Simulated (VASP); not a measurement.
# YPt under strain, part 4 of 4

Aim: follow the pressure of YPt through compression, expansion and shear. All runs use PBEsol. Left out of this account: 1 further run (self-consistent run: a reference on another mesh). The start is a computed cell from the Materials Project.

VASP 6.6.1; PBEsol; plane waves and PAW (Y_sv, Pt).

Still holding for the runs below: Spin-orbit coupling is off here; with elements this heavy it splits and shifts levels by tenths of an eV or more.

So far, pressure (GPa): step 2 (bands, cell as listed) -3.45; step 3 (cell volume +4.0 %) -7.16; step 4 (cell volume +8.0 %) -10.1; step 5 (bands, sheared, principal strains -1.5, +0.2, +1.3 %) -3.27; step 6 (cell volume -4.0 %) 1.18.

**7. Bands, volume times 0.92**

The cell is scaled evenly once more. A prediction first. A parabola through the 4 pressures of evenly scaled cells so far, P = -3.44 -104.0 t +223 t² GPa with t = ln(V/V₁) and V₁ the volume at scale 1, gives 6.78 GPa at t = -0.0834.

Input file INCAR:

```
SYSTEM = YPt
PREC = Accurate
ENCUT = 400
EDIFF = 1E-06
NELM = 100
ISMEAR = -1
SIGMA = 0.05
LREAL = .FALSE.
ALGO = Normal
GGA = PS
NBANDS = 64
LASPH = .TRUE.
LORBIT = 11
LWAVE = .FALSE.
LCHARG = .FALSE.
KPAR = 8
```

Input file POSCAR:

```
YPt
1.0
    6.8530885040      0.0000000000      0.0000000000
    0.0000000000      4.3899677075      0.0000000000
    0.0000000000      0.0000000000      5.3999413017
Y Pt
4 4
Direct
    0.1819799900      0.2500000000      0.6396335300
    0.8180200100      0.7500000000      0.3603664700
    0.3180200100      0.7500000000      0.1396335300
    0.6819799900      0.2500000000      0.8603664700
    0.0428388100      0.2500000000      0.1528810400
    0.9571611900      0.7500000000      0.8471189600
    0.4571611900      0.7500000000      0.6528810400
    0.5428388100      0.2500000000      0.3471189600
```

Input file KPOINTS:

```
Automatic mesh
0
Gamma
5 7 6
0 0 0
```

Input file KPOINTS_OPT:

```
Line mode
12
Line-mode
Reciprocal
  0.00000000   0.00000000   0.00000000 GAMMA
  0.00000000   0.50000000   0.00000000 X

  0.00000000   0.50000000   0.00000000 X
  0.00000000   0.50000000   0.50000000 S

  0.00000000   0.50000000   0.50000000 S
  0.00000000   0.00000000   0.50000000 Y

  0.00000000   0.00000000   0.50000000 Y
  0.00000000   0.00000000   0.00000000 GAMMA

  0.00000000   0.00000000   0.00000000 GAMMA
  0.50000000   0.00000000   0.00000000 Z

  0.50000000   0.00000000   0.00000000 Z
  0.50000000   0.50000000   0.00000000 U

  0.50000000   0.50000000   0.00000000 U
  0.50000000   0.50000000   0.50000000 R

  0.50000000   0.50000000   0.50000000 R
  0.50000000   0.00000000   0.50000000 T

  0.50000000   0.00000000   0.50000000 T
  0.50000000   0.00000000   0.00000000 Z

  0.00000000   0.00000000   0.50000000 Y
  0.50000000   0.00000000   0.50000000 T

  0.50000000   0.50000000   0.00000000 U
  0.00000000   0.50000000   0.00000000 X

  0.00000000   0.50000000   0.50000000 S
  0.50000000   0.50000000   0.50000000 R
```

The projector-augmented-wave data sets are Y_sv and Pt (PBE family, release 64).

On the command line:

```console
> mpirun -np 8 vasp_std
```

The program printed:

```text
[... set-up lines as in an earlier step ...]
 entering main loop
       N       E                     dE             d eps       ncg     rms          rms(c)
DAV:   1     0.458894126677E+03    0.45889E+03   -0.34630E+04  6144   0.107E+03
DAV:   2    -0.313815674059E+02   -0.49028E+03   -0.45911E+03  6848   0.296E+02
DAV:   3    -0.642340236586E+02   -0.32852E+02   -0.32202E+02  8832   0.570E+01
DAV:   4    -0.669607348014E+02   -0.27267E+01   -0.27143E+01  8784   0.133E+01
DAV:   5    -0.670347821494E+02   -0.74047E-01   -0.74033E-01  8288   0.226E+00    0.765E+01
DAV:   6    -0.653258604220E+02    0.17089E+01   -0.25671E+00  7104   0.659E+00    0.442E+01
DAV:   7    -0.649563627214E+02    0.36950E+00   -0.23252E+00  7792   0.547E+00    0.100E+01
DAV:   8    -0.648629691823E+02    0.93394E-01   -0.78493E-01  6944   0.334E+00    0.290E+00
DAV:   9    -0.648342695746E+02    0.28700E-01   -0.17164E-01  6856   0.166E+00    0.169E+00
DAV:  10    -0.648340331948E+02    0.23638E-03   -0.71674E-03  7584   0.244E-01    0.246E-01
DAV:  11    -0.648340558687E+02   -0.22674E-04   -0.90542E-04  7016   0.130E-01    0.333E-01
DAV:  12    -0.648340387224E+02    0.17146E-04   -0.11924E-04  7328   0.410E-02    0.214E-02
DAV:  13    -0.648340379325E+02    0.78990E-06   -0.11351E-05  7240   0.149E-02    0.337E-02
DAV:  14    -0.648340372306E+02    0.70189E-06   -0.10513E-06  4352   0.378E-03
   1 F= -.64834037E+02 E0= -.64817261E+02  d E =-.335531E-01
 Start KPOINTS_OPT (optional k-point list driver)
k-point batch [1-48\144]
       N       E                     dE             ncg
DAV:   1     0.263982315751E+04   -0.60843E+05     6144
DAV:   2    -0.209284538226E+05   -0.23568E+05     6848
DAV:   3    -0.225650545814E+05   -0.16366E+04     9016
DAV:   4    -0.226992679290E+05   -0.13421E+03     8696
DAV:   5    -0.227032624508E+05   -0.39945E+01     8208
DAV:   6    -0.227033101568E+05   -0.47706E-01     8536
DAV:   7    -0.227033110880E+05   -0.93115E-03     8184
DAV:   8    -0.227033111047E+05   -0.16732E-04     6376
DAV:   9    -0.227033111057E+05   -0.97784E-06     4688
[...]
k-point batch [97-144\144]
       N       E                     dE             ncg
DAV:   1     0.266000340734E+04   -0.76499E+05     6144
DAV:   2    -0.209203111003E+05   -0.23580E+05     6832
DAV:   3    -0.225441609496E+05   -0.16238E+04     8840
DAV:   4    -0.226839877005E+05   -0.13983E+03     8784
DAV:   5    -0.226879600688E+05   -0.39724E+01     8104
DAV:   6    -0.226880081179E+05   -0.48049E-01     8448
DAV:   7    -0.226880091555E+05   -0.10377E-02     8064
DAV:   8    -0.226880091747E+05   -0.19118E-04     6240
DAV:   9    -0.226880091757E+05   -0.10083E-05     4616
DAV:  10    -0.226880091758E+05   -0.14341E-06     4160
```

Elapsed: 84 s, on 8 MPI ranks of Intel Xeon 6975P-C (Granite Rapids), shared host; peak memory 4.6 GiB.

OUTCAR, selected parts (step 7):

```text
   ENCUT  =  400.0 eV  29.40 Ry    5.42 a.u.  11.18  7.16  8.81*2*pi/ulx,y,z

   NELECT =      84.0000    total number of electrons

 E-fermi :   6.8175

 k-point     1 :       0.0000    0.0000    0.0000
  band No.  band energies     occupation
    ...
     40       5.0572      2.00000
     41       6.0618      2.00000
     42       6.3784      1.99969
     43       6.4142      1.99937
     44       6.8060      1.11396
     45       8.3955      0.00000
     46       8.5424      0.00000
     47       8.9510      0.00000
     48       9.1768      0.00000
     49       9.2453      0.00000
    ...

  Total        5.9297725      7.8122630      7.4754195      0.0000000      0.0000000      0.0000000
  in kB       58.4806121     77.0461133     73.7240940      0.0000000      0.0000000      0.0000000
  external PRESSURE =      69.7502731 kB  Pullay stress =       0.0000000 kB

 POSITION                                       TOTAL-FORCE (eV/Angst)
 -----------------------------------------------------------------------------------
      1.24712      1.09749      3.45398        -0.057845      0.000000      0.041957
      5.60596      3.29248      1.94596         0.057845      0.000000     -0.041957
      2.17942      3.29248      0.75401         0.057845     -0.000000      0.041957
      4.67367      1.09749      4.64593        -0.057845      0.000000     -0.041957
      0.29358      1.09749      0.82555         0.011933     -0.000000      0.098602
      6.55951      3.29248      4.57439        -0.011933      0.000000     -0.098602
      3.13297      3.29248      3.52552        -0.011933     -0.000000      0.098602
      3.72012      1.09749      1.87442         0.011933      0.000000     -0.098602
 -----------------------------------------------------------------------------------
    total drift:                                0.000000      0.000000     -0.000000

  FREE ENERGIE OF THE ION-ELECTRON SYSTEM (eV)
  ---------------------------------------------------
  free  energy   TOTEN  =       -64.8340372306 eV

  energy  without entropy=      -64.8004841376  energy(sigma->0) =      -64.81726068

[... 5 parts as in an earlier step ...]

[... 11 further parts left out ...]
```

This step gave:

- free energy (TOTEN): -64.8340 eV
- energy at zero smearing: -64.8173 eV
- Fermi energy: 6.817 eV
- pressure: 6.975 GPa

The electronic bands at the labelled points (eV, zero at the Fermi level; # counts the bands kept, so #1 is VASP's band 17):

| point | #23 | #24 | #25 | #26 | #27 | #28 | #29 | #30 |
| --- | --- | --- | --- | --- | --- | --- | --- | --- |
| Γ | -2.07 | -1.76 | -0.76 | -0.44 | -0.40 | -0.01 | 1.58 | 1.72 |
| X | -2.03 | -2.03 | 0.07 | 0.07 | 0.34 | 0.34 | 0.90 | 0.90 |
| S | -1.88 | -1.88 | -1.06 | -1.06 | 0.54 | 0.54 | 0.64 | 0.64 |
| Y | -1.56 | -1.56 | -0.57 | -0.57 | 0.11 | 0.11 | 1.13 | 1.13 |
| Γ | -2.07 | -1.76 | -0.76 | -0.44 | -0.40 | -0.01 | 1.58 | 1.72 |
| Z | -1.86 | -1.86 | 0.26 | 0.26 | 0.74 | 0.74 | 1.17 | 1.17 |
| U | -2.28 | -2.28 | 0.39 | 0.39 | 0.39 | 0.39 | 1.33 | 1.33 |
| R | -2.15 | -2.15 | -0.67 | -0.67 | -0.67 | -0.67 | 1.90 | 1.90 |
| T | -2.34 | -2.34 | 0.34 | 0.34 | 0.76 | 0.76 | 1.22 | 1.22 |
| Z | -1.86 | -1.86 | 0.26 | 0.26 | 0.74 | 0.74 | 1.17 | 1.17 |
| jump to Y | -1.56 | -1.56 | -0.57 | -0.57 | 0.11 | 0.11 | 1.13 | 1.13 |
| T | -2.34 | -2.34 | 0.34 | 0.34 | 0.76 | 0.76 | 1.22 | 1.22 |
| jump to U | -2.28 | -2.28 | 0.39 | 0.39 | 0.39 | 0.39 | 1.33 | 1.33 |
| X | -2.03 | -2.03 | 0.07 | 0.07 | 0.34 | 0.34 | 0.90 | 0.90 |
| jump to S | -1.88 | -1.88 | -1.06 | -1.06 | 0.54 | 0.54 | 0.64 | 0.64 |
| R | -2.15 | -2.15 | -0.67 | -0.67 | -0.67 | -0.67 | 1.90 | 1.90 |

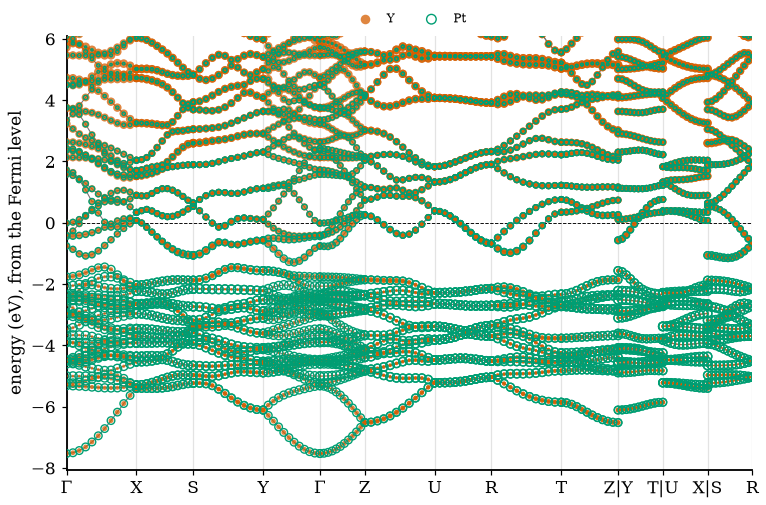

Electronic bands along the path; dots are coloured as in the legend, and their area grows with the weight.

Force by atom:

| atom | x (eV/Å) | y (eV/Å) | z (eV/Å) | size |
| --- | --- | --- | --- | --- |
| Y1 | -0.0578 | 0.0000 | 0.0420 | 0.0715 |
| Y2 | 0.0578 | 0.0000 | -0.0420 | 0.0715 |
| Y3 | 0.0578 | 0.0000 | 0.0420 | 0.0715 |
| Y4 | -0.0578 | 0.0000 | -0.0420 | 0.0715 |
| Pt5 | 0.0119 | 0.0000 | 0.0986 | 0.0993 |
| Pt6 | -0.0119 | 0.0000 | -0.0986 | 0.0993 |
| Pt7 | -0.0119 | 0.0000 | 0.0986 | 0.0993 |
| Pt8 | 0.0119 | 0.0000 | -0.0986 | 0.0993 |

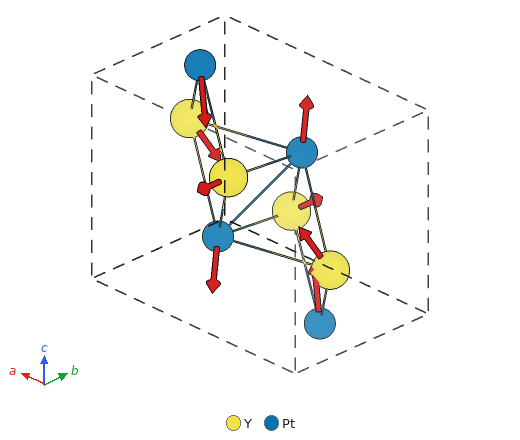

Force as arrows, the longest 0.0993 eV/Å.

 The pressure is 6.98 GPa. The parabola predicted 6.78 GPa, -0.19 GPa off.

**8. Bands, atoms displaced by up to 0.03 Å**

The atoms are moved off their sites at random, as a crude picture of disorder.

INCAR is that of step 7.

Input file POSCAR:

```
YPt
1.0
    7.0462340500      0.0000000000      0.0000000000
    0.0000000000      4.5136933400      0.0000000000
    0.0000000000      0.0000000000      5.5521317500
Y Pt
4 4
Direct
    0.1854270000      0.2488840000      0.6387690000
    0.8164060000      0.7468380000      0.3585620000
    0.3140770000      0.7488760000      0.1404550000
    0.6786570000      0.2517180000      0.8593650000
    0.0440790000      0.2506980000      0.1527880000
    0.9601440000      0.7511130000      0.8490780000
    0.4568510000      0.7480230000      0.6530540000
    0.5431750000      0.2496180000      0.3494790000
```

KPOINTS is that of step 7.

KPOINTS_OPT is that of step 7.

On the command line:

```console
> mpirun -np 8 vasp_std
```

The program printed:

```text
[... set-up lines as in an earlier step ...]
 entering main loop
       N       E                     dE             d eps       ncg     rms          rms(c)
DAV:   1     0.448691705687E+03    0.44869E+03   -0.34478E+04 13568   0.105E+03
DAV:   2    -0.322390530254E+02   -0.48093E+03   -0.44973E+03 15168   0.291E+02
DAV:   3    -0.644790859105E+02   -0.32240E+02   -0.31610E+02 19520   0.556E+01
DAV:   4    -0.672985852002E+02   -0.28195E+01   -0.28061E+01 19832   0.132E+01
DAV:   5    -0.673801623797E+02   -0.81577E-01   -0.81559E-01 17848   0.235E+00    0.658E+01
DAV:   6    -0.654931312315E+02    0.18870E+01   -0.24106E+00 15328   0.621E+00    0.393E+01
DAV:   7    -0.650471157127E+02    0.44602E+00   -0.27279E+00 16184   0.569E+00    0.843E+00
DAV:   8    -0.649931380622E+02    0.53978E-01   -0.78867E-01 15400   0.314E+00    0.294E+00
DAV:   9    -0.649515161233E+02    0.41622E-01   -0.21751E-01 15064   0.184E+00    0.156E+00
DAV:  10    -0.649509708579E+02    0.54527E-03   -0.89122E-03 16872   0.407E-01    0.308E-01
DAV:  11    -0.649508427268E+02    0.12813E-03   -0.16016E-03 16232   0.267E-01    0.269E-01
DAV:  12    -0.649507742299E+02    0.68497E-04   -0.52531E-04 14928   0.141E-01    0.105E-01
DAV:  13    -0.649507747314E+02   -0.50154E-06   -0.48082E-05 17264   0.267E-02    0.201E-02
DAV:  14    -0.649507736104E+02    0.11210E-05   -0.33906E-06 13608   0.104E-02    0.183E-02
DAV:  15    -0.649507727388E+02    0.87163E-06   -0.85794E-07  8992   0.571E-03
   1 F= -.64950773E+02 E0= -.64931965E+02  d E =-.376164E-01
 Start KPOINTS_OPT (optional k-point list driver)
k-point batch [1-106\144]
       N       E                     dE             ncg
DAV:   1    -0.169342341658E+04   -0.14084E+06    13568
DAV:   2    -0.527161778264E+05   -0.51023E+05    15240
DAV:   3    -0.562542043152E+05   -0.35380E+04    19688
DAV:   4    -0.565700502731E+05   -0.31585E+03    19640
DAV:   5    -0.565798495562E+05   -0.97993E+01    17704
DAV:   6    -0.565799740045E+05   -0.12445E+00    19192
DAV:   7    -0.565799763835E+05   -0.23790E-02    17632
DAV:   8    -0.565799764152E+05   -0.31651E-04    14544
DAV:   9    -0.565799764166E+05   -0.14022E-05    10160
DAV:  10    -0.565799764171E+05   -0.48950E-06     9280
k-point batch [107-144\144]
       N       E                     dE             ncg
DAV:   1     0.815050039249E+05   -0.65468E+05     4864
DAV:   2     0.630546016837E+05   -0.18450E+05     5416
DAV:   3     0.617708071087E+05   -0.12838E+04     6952
DAV:   4     0.616495964554E+05   -0.12121E+03     6984
DAV:   5     0.616456594254E+05   -0.39370E+01     6456
DAV:   6     0.616456165763E+05   -0.42849E-01     6848
DAV:   7     0.616456157930E+05   -0.78321E-03     6376
DAV:   8     0.616456157822E+05   -0.10831E-04     5232
DAV:   9     0.616456157818E+05   -0.44635E-06     3672
```

It took 2 min on 8 MPI ranks; peak memory 8.5 GiB; 13 min of CPU time.

OUTCAR, selected parts (step 8):

```text
   NELECT =      84.0000    total number of electrons

 E-fermi :   6.0084

 k-point     1 :       0.0000    0.0000    0.0000
  band No.  band energies     occupation
    ...
     40       4.3455      2.00000
     41       5.3235      2.00000
     42       5.6392      1.99876
     43       5.7243      1.99321
     44       6.0372      0.71904
     45       7.4287      0.00000
     46       7.6832      0.00000
     47       8.0252      0.00000
     48       8.1644      0.00000
     49       8.2310      0.00000
    ...

  Total       -3.6750746     -3.6228387     -3.7457447      0.0006555      0.0244989      0.0125698
  in kB      -33.3447805    -32.8708323    -33.9859866      0.0059475      0.2222840      0.1140487
  external PRESSURE =     -33.4005332 kB  Pullay stress =       0.0000000 kB

 POSITION                                       TOTAL-FORCE (eV/Angst)
 -----------------------------------------------------------------------------------
      1.30656      1.12339      3.54653        -0.203871      0.015580      0.059442
      5.75259      3.37100      1.99078         0.057117      0.086536      0.063723
      2.21306      3.38020      0.77982         0.155334      0.014346      0.019688
      4.78198      1.13618      4.77131         0.218083     -0.072583      0.046669
      0.31059      1.13157      0.84830        -0.108822     -0.036803     -0.084574
      6.76540      3.39029      4.71419        -0.102835     -0.024893     -0.029874
      3.21908      3.37635      3.62584         0.031387      0.054789     -0.040468
      3.82734      1.12670      1.94035        -0.046393     -0.036973     -0.034606
 -----------------------------------------------------------------------------------
    total drift:                               -0.000030     -0.000050      0.000103

  FREE ENERGIE OF THE ION-ELECTRON SYSTEM (eV)
  ---------------------------------------------------
  free  energy   TOTEN  =       -64.9507727388 eV

  energy  without entropy=      -64.9131563485  energy(sigma->0) =      -64.93196454

[... 5 parts as in an earlier step ...]

[... 12 further parts left out ...]
```

Numbers from this step:

| Item | Value |
| --- | --- |
| SCF cycles | 15 |
| irreducible k-points | 106 |
| symmetry operations | 1 |
| free energy (TOTEN) | -64.9508 eV |
| energy at zero smearing | -64.9320 eV |
| Fermi energy | 6.008 eV |
| pressure | -3.340 GPa |

The electronic bands at the labelled points (eV, zero at the Fermi level; # counts the bands kept, so #1 is VASP's band 17):

| point | #23 | #24 | #25 | #26 | #27 | #28 | #29 | #30 |
| --- | --- | --- | --- | --- | --- | --- | --- | --- |
| Γ | -1.93 | -1.66 | -0.69 | -0.37 | -0.28 | 0.03 | 1.42 | 1.67 |
| X | -1.92 | -1.91 | 0.01 | 0.05 | 0.31 | 0.32 | 0.84 | 0.84 |
| S | -1.76 | -1.74 | -1.01 | -1.01 | 0.46 | 0.47 | 0.60 | 0.63 |
| Y | -1.55 | -1.51 | -0.59 | -0.56 | 0.18 | 0.20 | 1.08 | 1.12 |
| Γ | -1.93 | -1.66 | -0.69 | -0.37 | -0.28 | 0.03 | 1.42 | 1.67 |
| Z | -1.77 | -1.70 | 0.18 | 0.20 | 0.68 | 0.72 | 1.10 | 1.13 |
| U | -2.10 | -2.08 | 0.35 | 0.36 | 0.38 | 0.39 | 1.23 | 1.24 |
| R | -1.98 | -1.97 | -0.71 | -0.70 | -0.69 | -0.67 | 1.77 | 1.78 |
| T | -2.18 | -2.15 | 0.37 | 0.41 | 0.76 | 0.79 | 1.17 | 1.19 |
| Z | -1.77 | -1.70 | 0.18 | 0.20 | 0.68 | 0.72 | 1.10 | 1.13 |
| jump to Y | -1.55 | -1.51 | -0.59 | -0.56 | 0.18 | 0.20 | 1.08 | 1.12 |
| T | -2.18 | -2.15 | 0.37 | 0.41 | 0.76 | 0.79 | 1.17 | 1.19 |
| jump to U | -2.10 | -2.08 | 0.35 | 0.36 | 0.38 | 0.39 | 1.23 | 1.24 |
| X | -1.92 | -1.91 | 0.01 | 0.05 | 0.31 | 0.32 | 0.84 | 0.84 |
| jump to S | -1.76 | -1.74 | -1.01 | -1.01 | 0.46 | 0.47 | 0.60 | 0.63 |
| R | -1.98 | -1.97 | -0.71 | -0.70 | -0.69 | -0.67 | 1.77 | 1.78 |

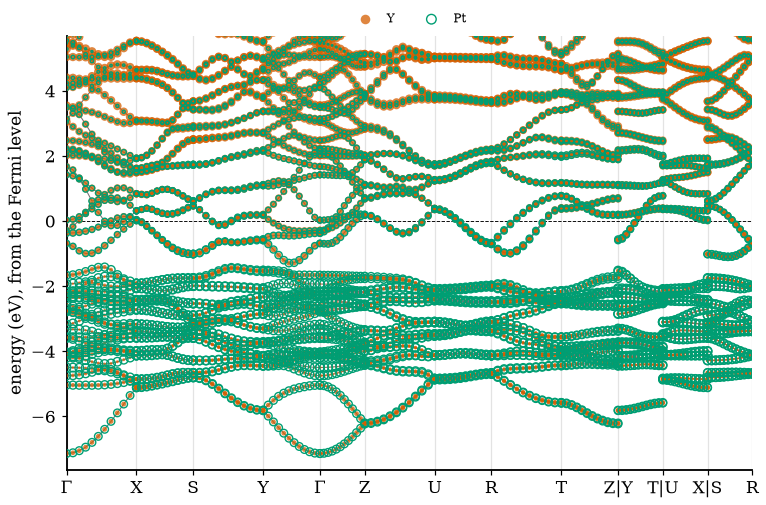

Electronic bands along the path; dots are coloured as in the legend, and their area grows with the weight.

Force by atom:

| atom | x (eV/Å) | y (eV/Å) | z (eV/Å) | size |
| --- | --- | --- | --- | --- |
| Y1 | -0.204 | 0.016 | 0.059 | 0.213 |
| Y2 | 0.057 | 0.087 | 0.064 | 0.122 |
| Y3 | 0.155 | 0.014 | 0.020 | 0.157 |
| Y4 | 0.218 | -0.073 | 0.047 | 0.235 |
| Pt5 | -0.109 | -0.037 | -0.085 | 0.143 |
| Pt6 | -0.103 | -0.025 | -0.030 | 0.110 |
| Pt7 | 0.031 | 0.055 | -0.040 | 0.075 |
| Pt8 | -0.046 | -0.037 | -0.035 | 0.069 |

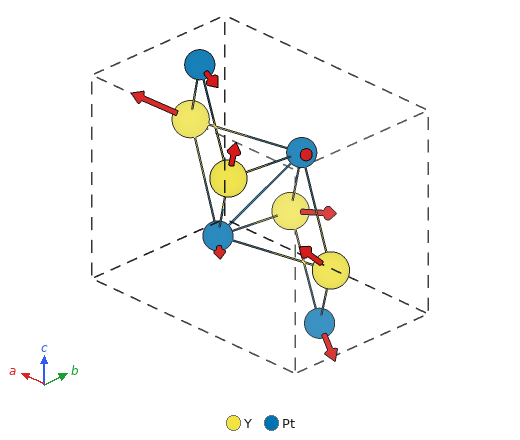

Force as arrows, the longest 0.235 eV/Å.

 The pressure is -3.34 GPa, and the symmetry operations fall from 8 to 1.

**9. The runs together**

| cell | mesh | pressure (GPa) | gap (eV) |
| --- | --- | --- | --- |
| cell as listed | 5×7×6 | -3.45 | none |
| volume times 1.04 | 5×7×6 | -7.16 | none |
| volume times 1.08 | 5×7×6 | -10.12 | none |
| sheared, principal strains -1.5, +0.2, +1.3 % | 5×7×6 | -3.27 | none |
| volume times 0.96 | 5×7×6 | 1.18 | none |
| volume times 0.92 | 5×7×6 | 6.98 | none |
| atoms displaced by up to 0.03 Å | 5×7×6 | -3.34 | none |

**10. Outcome**

- pressure, cell as listed: -3.45 GPa
- pressure, volume times 1.04: -7.16 GPa
- pressure, volume times 1.08: -10.1 GPa
- pressure, sheared, principal strains -1.5, +0.2, +1.3 %: -3.27 GPa
- pressure, volume times 0.96: 1.18 GPa
- pressure, volume times 0.92: 6.98 GPa
- pressure, atoms displaced by up to 0.03 Å: -3.34 GPa
- bulk modulus at the listed volume, shape and positions held: 105 GPa

What this shows: The slope of pressure against ln V at the listed volume gives a bulk modulus of 105 GPa at fixed shape and positions, an upper bound since the atoms bear forces (not that of equilibrium, since the cell bears -3.5 GPa there). The atoms were not relaxed in the changed cells. Spin-orbit coupling is left out, and with elements this heavy it would split and shift bands near the Fermi level.

[Lines on the potential files, build, host, timing and source positions are cut from VASP's logs without a mark.]

[Logs are printed without paths, hosts, clocks, repeated set-up lines and the standing remarks that a program may print on its own settings, such as how far it seeks lower states.]

[Hosts, paths, dates, database ids (printed as entryN), source tags and the programs' standing remarks are cut or masked in the printed files.]

[A measured line is paired with the nearest computed mode of its activity, which favours agreement.]
